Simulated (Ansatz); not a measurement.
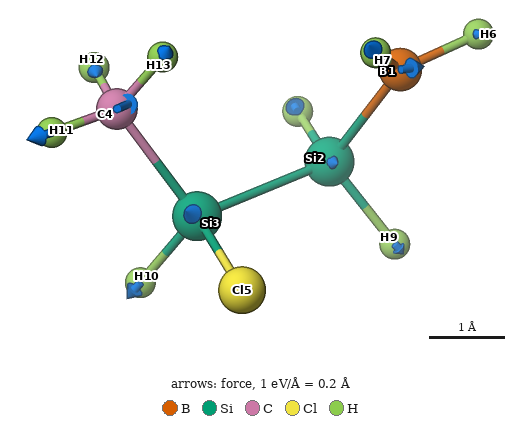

Starting geometry of CH$_{8}$BClSi$_{2}$ (coarse preliminary run) with the computed forces as blue arrows. A ball-and-stick model, seen at a tilt.

The start comes from a force field.

Computed with RKS PBE-D4/def2-SVP (Ansatz 0.2.0).

Input file:
```yaml
crystal:
  periodic: [false, false, false]
  atoms:
    - {symbol: B, position_ang: [-0.471400, 1.578700, 1.478100]}
    - {symbol: Si, position_ang: [-1.163100, 0.909700, -0.221600]}
    - {symbol: Si, position_ang: [0.393600, -0.369600, -1.140500]}
    - {symbol: C, position_ang: [0.902800, -1.759400, 0.037700]}
    - {symbol: Cl, position_ang: [2.146800, 0.770400, -1.474900]}
    - {symbol: H, position_ang: [-1.213300, 2.347200, 2.107500]}
    - {symbol: H, position_ang: [0.589500, 1.350400, 1.853900]}
    - {symbol: H, position_ang: [-2.327600, 0.123100, 0.006400]}
    - {symbol: H, position_ang: [-1.469300, 2.038100, -1.091800]}
    - {symbol: H, position_ang: [-0.052400, -0.917800, -2.379800]}
    - {symbol: H, position_ang: [1.604000, -2.411500, -0.386800]}
    - {symbol: H, position_ang: [-0.064900, -2.365600, 0.239400]}
    - {symbol: H, position_ang: [1.145900, -1.328500, 0.987000]}
basis:
  gaussian: {orbitals: def2-SVP}
hamiltonian: {xc: pbe, dispersion: d4}
relax: {f_tol: 0.03, max_steps: 200}
```

Run as
```bash
ansatz run in.yaml --threads 4 --pin off --events-out ev --progress --plain --max-ram 10444MiB
```

What follows when this structure is relaxed?

It isn't relaxed: the largest force vector, on C4, is 3.74 eV/Å. The final displacements have little in common with the starting forces (cosine between the two patterns −0.03). The energy falls by 0.826 eV in 30 accepted moves (34 points after the start). Largest force component: 3.7 eV/Å at the start, 0.013 eV/Å at the end. The line search rejected the trial steps at points 10, 17, 20, 24 of the run. H6 moves most after the best rigid fit: 1.87 Å. By element the largest moves are H 1.87 Å, Cl 1.39 Å, B 0.67 Å, Si 0.38 Å, C 0.30 Å. Near-neighbour distances that change, for instance: B1–Cl5 4.028 → 2.227 Å, Si2–Si3 2.215 → 2.340 Å, Si3–Cl5 2.118 → 2.211 Å, B1–Si2 1.953 → 2.041 Å. Among the angles between lasting bonds that change: Si2–Si3–Cl5 109.7° → 87.7°, B1–Si2–Si3 108.1° → 86.8°, Si2–Si3–H10 111.3° → 124.7°. Groups turn about Si2–Si3 by about 45°. The run took 54 s on 4 threads of Arm Neoverse V2, with other jobs on the host.
